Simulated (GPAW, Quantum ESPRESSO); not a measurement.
# Core-hole calculation of the O K edge in Ti6O (P-31m), part 3 of 5

Aim: the O K edge of Ti6O (P-31m) by two routes, a Lanczos recursion (XSpectra) and a sum over empty bands (GPAW), to see which features are robust.

Quantum ESPRESSO 7.5 and GPAW 26.7.0; core-hole supercells, plane-wave PAW LDA.

So far. Step 2 (Ground state of the crystal (Quantum ESPRESSO)): The mesh shows no gap, so the system is treated as a metal and the core electron is put at the Fermi level (neutral cell). Step 3 (Spectrum without a core hole, O atom 7 (Quantum …): Main maxima below 24 eV (height): 2.4 eV (2.20), 3.6 eV (2.43), 10.8 eV (1.36), 15.2 eV (0.81), 18.7 eV (0.84) and 23.8 eV (0.84).

**8. Spectrum with XCH, O atom 7 (Quantum ESPRESSO)**

Level of this step: X-ray absorption near-edge structure, plane-wave PAW LDA, one-electron final states by a Lanczos continued fraction (Quantum ESPRESSO).

The Lanczos recursion gives the spectrum without computing empty bands; each polarisation needs a run of its own on the full k mesh. xe0 is set between filled and empty states, and states below it are cut, here at the Fermi level, which holds the excited electron. The file of filecore holds the core orbital, taken from the hole-free data set.

Contents of xspectra.in:

```
&input_xspectra
   calculation='xanes_dipole', edge='K'
   prefix='x', outdir='tmp', xiabs=2, xe0=13.3225
   xonly_plot=.false., x_save_file='xanes.sav'
   xniter=3000, xcheck_conv=20, xerror=0.005
   xcoordcrys=.false., xepsilon(1)=1, xepsilon(2)=0, xepsilon(3)=0
/
&plot
   xnepoint=413, xemin=-10, xemax=45, terminator=.true., cut_occ_states=.true.
   xgamma=0.4
/
&pseudos
   filecore='../O.wfc'
/
&cut_occ
   cut_desmooth=0.1, cut_stepl=0.05, cut_stepu=0.05, cut_ierror=1e-5
/
5 5 5 0 0 0
```

xspectra_1.in, as its differences from xspectra.in of step 8:

```diff
@@ -5,3 +5,3 @@
    xniter=3000, xcheck_conv=20, xerror=0.005
-   xcoordcrys=.false., xepsilon(1)=1, xepsilon(2)=0, xepsilon(3)=0
+   xcoordcrys=.false., xepsilon(1)=0, xepsilon(2)=0, xepsilon(3)=1
 /
```

Started as:

```sh
$ OMP_NUM_THREADS=1 mpirun --oversubscribe --bind-to none -np 8 xspectra.x -nk 8 -in xspectra.in > xspectra.out
```

Numbers of over 12 decimals in the logs are rounded to 6 here.

The program printed:

```text
     [... banner and references ...]
Reading input_file

     calculation: xanes_dipole

     xepsilon  [cartesian coordinates]:   1.000000   0.000000   0.000000

     xonly_plot: FALSE
        => complete calculation: Lanczos + spectrum plot

     filecore (core-wavefunction file): ../O.wfc

     main plot parameters:
        cut_occ_states: TRUE
        gamma_mode:  constant
        -> using xgamma [eV]:  0.40
        xemin [eV]: -10.00
        xemax [eV]:  45.00
        xnepoint:  413
        xe0 [eV]:  13.322500 (energy zero read in input file)

     WARNING: variable ef_r is obsolete

                      Reading SCF save directory: x.save

     tmp/x.save/

     Exchange-correlation= PZ
                           (   1   1   0   0   0   0   0)

     G-vector sticks info

                           Getting the Fermi energy

     From SCF save directory:
        ehomo [eV]:   13.6802 (highest occupied level)
        elumo [eV]:   13.6878 (lowest occupied level)
        ef    [eV]:   13.6802

     -> ef (in eV) will be written in x_save_file

                           Energy zero of the spectrum

     -> ef will NOT be used as energy zero of the spectrum
       (because xe0 read in input file)

     G-vector sticks info

     bravais-lattice index     =            0
     lattice parameter (alat)  =      13.1990  a.u.
     unit-cell volume          =    2187.0643 (a.u.)^3
     number of atoms/cell      =           21
     number of atomic types    =            3
     number of electrons       =       235.00
     number of Kohn-Sham states=          146
     kinetic-energy cutoff     =      52.0000  Ry
     charge density cutoff     =     560.0000  Ry
     Exchange-correlation= PZ
                           (   1   1   0   0   0   0   0)

     celldm(1)=  13.198963  celldm(2)=   0.000000  celldm(3)=   0.000000
     celldm(4)=   0.000000  celldm(5)=   0.000000  celldm(6)=   0.000000

     crystal axes: (cart. coord. in units of alat)
               a(1) = (  -0.367237   0.636073   0.678637 )
               a(2) = (  -0.367237  -0.636073   0.678637 )
               a(3) = (   0.734474   0.000000   0.678637 )

     reciprocal axes: (cart. coord. in units 2 pi/alat)
               b(1) = ( -0.453840  0.786073  0.491181 )
               b(2) = ( -0.453840 -0.786073  0.491181 )
               b(3) = (  0.907679  0.000000  0.491181 )

     PseudoPot. #1 for Ti:     Pseudo is Projector augmented-wave + core cor, Zval = 12.0

     ../pp/O.lda-n-kjpaw-1sch.UPF
     Pseudo is Projector augmented-wave + core cor, Zval =  7.0
     Shape of augmentation charge: PSQ
     Using radial grid of 1095 points,  4 beta functions with:
                l(1) =   0
                l(2) =   0
                l(3) =   1
                l(4) =   1
     Q(r) pseudized with 0 coefficients

     ../pp/O.lda-n-kjpaw.UPF
     Pseudo is Projector augmented-wave + core cor, Zval =  6.0
     Shape of augmentation charge: PSQ
     Using radial grid of 1095 points,  4 beta functions with:
                l(1) =   0
                l(2) =   0
                l(3) =   1
                l(4) =   1
     Q(r) pseudized with 0 coefficients

     atomic species   valence    mass     pseudopotential
     Ti               12.00     1.00000     Ti( 1.00)
     O0                7.00     1.00000     O ( 1.00)
     O                 6.00     1.00000     O ( 1.00)

     12 Sym. Ops., with inversion, found

   Cartesian axes

     site n.     atom                  positions (alat units)
         1        Ti     tau(   1) = (   0.1222899   0.2118124   0.5089776  )
         2        Ti     tau(   2) = (   0.1222899   0.2118124   1.1876144  )
         3        Ti     tau(   3) = (  -0.2449471  -0.4242608   0.5089776  )
         4        Ti     tau(   4) = (   0.4898942   0.0000000   0.5089776  )
         5        Ti     tau(   5) = (  -0.2445798  -0.0000000   0.5089776  )
[...]
16        Ti     tau(  16) = (  -0.4898942   0.0000000   1.5269328  )
[...]
19        O0     tau(  19) = (   0.0000000   0.0000000   0.0000000  )
        20        O      tau(  20) = (  -0.0000000  -0.0000000   0.6786368  )
        21        O      tau(  21) = (  -0.0000000   0.0000000   1.3572736  )

     number of k points=   125  Marzari-Vanderbilt smearing, width (Ry)=  0.0150

     Number of k-points >= 100: set verbosity='high' to print them.

     Dense  grid:   489385 G-vectors     FFT dimensions: ( 100, 100, 100)

     Smooth grid:   110789 G-vectors     FFT dimensions: (  64,  64,  64)

     The potential is recalculated from file :
     tmp/x.save/charge-density

     Starting wfcs are  192 atomic wfcs
     Checking if some PAW data can be deallocated...

               Reading core wavefunction file for the absorbing atom

     ../O.wfc successfully read

                              Attributing the PAW radii
                     for the absorbing atom [units: Bohr radius]

        PAW proj 1: r_paw(l= 0)= 1.95  (1.5*r_cut)
        PAW proj 2: r_paw(l= 0)= 1.95  (1.5*r_cut)
        PAW proj 3: r_paw(l= 1)= 2.03  (1.5*r_cut)
        PAW proj 4: r_paw(l= 1)= 2.03  (1.5*r_cut)

        NB: The calculation will not necessary use all these r_paw values.
            - For a edge in the electric-dipole approximation,
              only the r_paw(l=1) values are used.
            - For a K edge in the electric-quadrupole approximation,
              only the r_paw(l=2) values are used.

            - For a L2 or L3 edge in the electric-quadrupole approximation,

              all projectors (s, p and d) are used.

     init_gipaw_1: projectors nearly linearly dependent:
     ntyp =  1, l/n1/n2 =  2 2 1  0.99072326

                          Starting XANES calculation
                     in the electric dipole approximation

     Method of calculation based on the Lanczos recursion algorithm
        - STEP 1: Construction of a kpoint-dependent Lanczos basis,
          in which the Hamiltonian is tridiagonal (each 'iter'
          corresponds to the calculation of one more Lanczos vector)
        - STEP 2: Calculation of the cross-section as a continued fraction
          averaged over the k-points.

     ... Begin STEP 1 ...

        Radial transition matrix element(s) used in the calculation of the
        initial vector of the Lanczos basis (|tilde{phi}_abs> normalized)
        | For PAW proj. (l=1) #1: radial matrix element =   0.161351071
        | For PAW proj. (l=1) #2: radial matrix element =   0.207521030

NB: the    16 k-point are not all listed below because npool=  8
        |-------------------------------------------------------------
        ! k-point #     1:  ( 0.0000,  0.0000,  0.0000),  0.0160,   1
        |-------------------------------------------------------------
 okvan= T
        |   Norm of the initial Lanczos vector: 0.11121225E+00
        |   Estimated error at iter     20:   1.00544958
        |   Estimated error at iter     40:   0.48861943
        |   Estimated error at iter     60:   0.11023624
        |   Estimated error at iter     80:   0.07937445
        |   Estimated error at iter    100:   0.10476931
[...]
!   => CONVERGED at iter    360 with error=  0.00226477
        |-------------------------------------------------------------
        ! k-point #     2:  ( 0.1815,  0.0000,  0.0982),  0.0160,   1
        |-------------------------------------------------------------
 okvan= T
        |   Norm of the initial Lanczos vector: 0.11120560E+00
[...]
!   => CONVERGED at iter    560 with error=  0.00274588
        |-------------------------------------------------------------
     [... 13 further k-points ...]
        ! k-point #    16:  (-0.2723, -0.4716,  0.2947),  0.0160,   1
        |-------------------------------------------------------------
 okvan= T
        |   Norm of the initial Lanczos vector: 0.11120330E+00
[...]
|   Estimated error at iter    460:   0.01167251
        |   Estimated error at iter    480:   0.00840633
        |   Estimated error at iter    500:   0.00539645
        !   => CONVERGED at iter    520 with error=  0.00441922

     Results of STEP 1 successfully written in x_save_file
     x_save_file name:
     ->  xanes.sav
     x_save_file version:  2

     ... End STEP 1 ...

     ... Begin STEP 2 ...

     The spectrum is calculated using the following parameters:
        xe0 [eV]:   13.3225
        the occupied states are elimintate from the spectrum
        xemin [eV]: -10.00
        xemax [eV]:  45.00
        xnepoint:  413
        constant broadening parameter [eV]:    0.400
        Core level energy [eV]:  -543.1
         (from electron binding energy of neutral atoms in X-ray data booklet)

     Cross-section successfully written in xanes.dat

     ... End STEP 2 ...

                                END JOB XSpectra
```

The job ended after 6.8 min (8 MPI ranks of AMD EPYC 9B45 (Zen 5), shared host; peak memory 0.39 GiB; 55 min of CPU time).

The O K spectrum, O atom 7, excited-electron core hole (neutral cell) (energy from the energy zero of the input (xe0, at the border of filled and empty states); intensity scaled to a mean of 1 over the first 20 eV; the points at xe0, where the cut of filled states can leave a spike, are interpolated; polarised curves are means over the symmetry-equivalent atoms):

```csv
E (eV),isotropic,ε ⊥ c,ε ∥ c
-2.0,0.08,0.09,0.08
-0.5,0.25,0.26,0.22
1.0,1.66,1.77,1.46
2.5,2.00,1.86,2.30
4.0,1.32,1.32,1.34
5.5,0.82,0.84,0.77
7.0,0.50,0.53,0.43
8.5,0.54,0.52,0.57
10.0,1.17,1.04,1.43
11.5,0.81,0.78,0.89
13.0,0.70,0.79,0.52
14.5,0.79,0.94,0.48
16.0,0.86,0.92,0.74
17.5,0.79,0.74,0.89
19.0,0.68,0.72,0.59
20.5,0.68,0.49,1.06
22.0,0.81,0.64,1.13
23.5,0.88,0.96,0.73
25.0,0.86,0.95,0.66
26.5,0.68,0.75,0.52
28.0,0.63,0.71,0.47
29.5,0.69,0.66,0.73
31.0,0.71,0.75,0.64
```

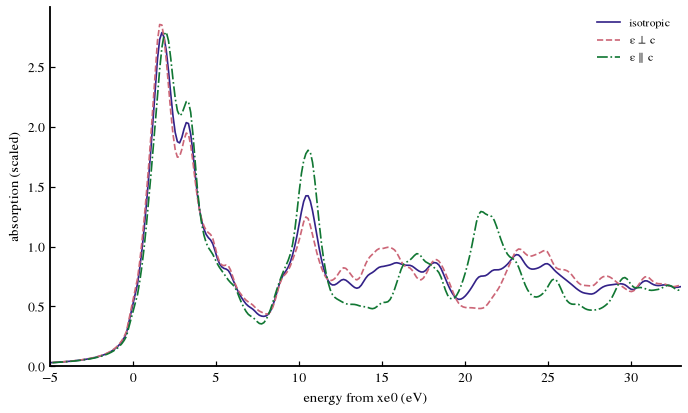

The O K edge, O atom 7, excited-electron core hole (neutral cell): main maxima at 1.7, 3.2 and 10.6 eV.

Main maxima below 24 eV (height): 1.7 eV (2.79), 3.2 eV (2.04), 10.6 eV (1.42), 15.9 eV (0.86), 18.2 eV (0.87) and 23.1 eV (0.93). 

The total-energy difference is 535.90 eV. One term is added: -8.83 eV, since the hole is spin-paired here and a spin-polarised one costs that much less in the free atom (computed apart). The photon energy is then 527.07 eV. The functional leaves an error in such absolute values: in the free atom LDA prices this hole 4.1 eV below PBE (computed apart), and PBE is itself good to a few eV.

**9. Another broadening**

The final state's lifetime shortens with energy, so measured features broaden above the edge; the saved Lanczos coefficients are redrawn with a width that grows.

Contents of xspectra_plot.in:

```
&input_xspectra
   calculation='xanes_dipole', edge='K'
   prefix='x', outdir='tmp', xiabs=2, xe0=13.3225
   xonly_plot=.true., x_save_file='xanes.sav'
   xniter=3000, xcheck_conv=20, xerror=0.005
   xcoordcrys=.false., xepsilon(1)=1, xepsilon(2)=0, xepsilon(3)=0
/
&plot
   xnepoint=413, xemin=-10, xemax=45, terminator=.true., cut_occ_states=.true.
   gamma_mode='variable', gamma_energy(1)=4, gamma_energy(2)=25, gamma_value(1)=0.3, gamma_value(2)=2.5
/
&pseudos
   filecore='../O.wfc'
/
&cut_occ
   cut_desmooth=0.1, cut_stepl=0.05, cut_stepu=0.05, cut_ierror=1e-5
/
5 5 5 0 0 0
```

Started as:

```sh
$ OMP_NUM_THREADS=1 xspectra.x -in xspectra_plot.in > xspectra_plot.out
```

The program printed:

```text
     [... banner and references ...]
Reading input_file
     -------------------------------------------------------------------------

     calculation: xanes_dipole

     xonly_plot: TRUE
        => only the spectrum plot

     main plot parameters:
        cut_occ_states: TRUE
        gamma_mode:  variable
        -> first, constant up to point ( 4.00, 0.30) [eV]
        -> then, linear up to point (25.00, 2.50) [eV]
        -> finally, constant up to xemax
        xemin [eV]: -10.00
        xemax [eV]:  45.00
        xnepoint:  413
[...]
xemin [eV]: -10.00
        xemax [eV]:  45.00
        xnepoint:  413
        energy-dependent broadening parameter:
         -> first, constant up to point ( 4.00, 0.30) [eV]
         -> then, linear up to point (25.00, 2.50) [eV]
         -> finally, constant up to xemax
        Core level energy [eV]:  -543.1
         (from electron binding energy of neutral atoms in X-ray data booklet)

     Cross-section successfully written in xanes.dat

     -------------------------------------------------------------------------
                                END JOB XSpectra
     -------------------------------------------------------------------------
[key lines of the parts left out:]
Fermi level [eV]:  13.6802
```

Run time: 3.4 s. Hardware: 1 MPI rank; peak memory 0.05 GiB.

With a Lorentzian half width 0.3 eV up to 4 eV, rising linearly to 2.5 eV at 25 eV, the maxima are 1.7 eV (3.05), 3.3 eV (2.18) and 10.4 eV (1.06).

**10. The field without a hole (GPAW)**

The second program starts from its own ground state, on the same cell and functional.

Contents of scf.py:

```python
import numpy as np
from ase import Atoms
from ase.parallel import parprint, paropen
from gpaw import GPAW, PW, FermiDirac, Mixer, MixerDif, setup_paths
from gpaw.test import gen
setup_paths.insert(0, '.')
gen('O', name='nch1s', xcname='LDA', corehole=(1, 0, 0), write_xml=True)
from gpaw.mpi import world
world.barrier()

atoms = Atoms('Ti6O',
    cell=[[5.13, 0, 0],
     [-2.565, 4.44271032, 0],
     [0, 0, 4.74]],
    scaled_positions=[[0.333, 0.333, 0.75],
     [0.667, 0, 0.75],
     [0, 0.667, 0.75],
     [0.667, 0.667, 0.25],
     [0, 0.333, 0.25],
     [0.333, 0, 0.25],
     [0, 0, 0]],
    pbc=True)
atoms.calc = calc = GPAW(legacy_gpaw=True, mode=PW(500, force_complex_dtype=True), xc='LDA', setups={6: 'nch1s'},
    kpts={'size': (6, 6, 5), 'gamma': True}, occupations=FermiDirac(0.05),
    charge=0, mixer=Mixer(0.1, 5, 50), maxiter=150,
    convergence={'density': 0.0001, 'eigenstates': 1e-6}, txt='scf.txt')
energy = atoms.get_potential_energy() + calc.get_reference_energy()
ef = calc.get_fermi_level()
out = dict(energy=energy, fermi=ef, forces=atoms.get_forces().tolist())
parprint(f'all-electron energy {energy:.4f} eV, Fermi level {ef:.4f} eV')
ev = np.array([[calc.get_eigenvalues(k, s) for k in range(len(calc.get_ibz_k_points()))] for s in range(calc.get_number_of_spins())])
out['homo'], out['lumo'], out['counts'] = ev[ev < ef].max(), ev[ev > ef].min(), sorted(set((ev < ef).sum((0, 2)).tolist()))
out['filled'] = (ev[:, 0] < ef).sum(1).tolist()
import json
with paropen('out.json', 'w') as f:
    json.dump(out, f)
```

Started as:

```sh
$ OMP_NUM_THREADS=1 mpirun -n 8 gpaw python scf.py
```

The program printed:

```text
Input parameters:
  convergence: {density: 0.0001,
                eigenstates: 1e-06}
  kpts: {gamma: True,
         size: (6, 6, 5)}
  maxiter: 150
  mixer: {backend: pulay,
          beta: 0.1,
          method: separate,
          nmaxold: 5,
          weight: 50}
  mode: {ecut: 500.0,
         force_complex_dtype: True,
         name: pw}
  occupations: {fixmagmom: False,
                name: fermi-dirac,
[...]
2s(2) :    -0.872866     1.079797
*s    :     0.127134
2p(4) :    -0.337925     0.876472
*p    :     0.662075
*d    :     0.000000
--------------------------------

Diagonalizing with gridspacing h=0.050

state   all-electron     PAW
-------------------------------
2s:      -0.872866    -0.873954
2p:      -0.337925    -0.341740
*d:                    0.050276
*f:                    0.077289
-------------------------------
all-electron energy -141127.6561 eV, Fermi level 8.4408 eV
[key lines of the parts left out:]
Converged after 45 iterations.
Dipole moment: (0.000000, -0.000000, 0.000000) |e|*Ang
Free energy:    -56.078560
Fermi level: 8.44077
```

Wall time 26 s (8 MPI ranks); peak memory 0.24 GiB.

The mesh shows no gap, so the system is treated as a metal and the core electron is put at the Fermi level (neutral cell).

(Part 3 of 5 ends here.)

[Banner, clock and machine lines of the logs are left out without a mark of their own.]

[Logs are printed without paths, hosts, clocks, repeated set-up lines and the standing remarks that a program may print on its own settings, such as how far it seeks lower states.]

[Hosts, paths, dates, database ids (printed as entryN), source tags and the programs' standing remarks are cut or masked in the printed files.]

[Lists of maxima count a maximum above −3 eV only where it reaches 4 % of the highest in the window and stands out from its surroundings by 2 % of it (1.5 % where it reaches 55 %); shoulders and weaker maxima are passed over, and of the rest the first, up to two pre-edge ones and the few strongest are named.]
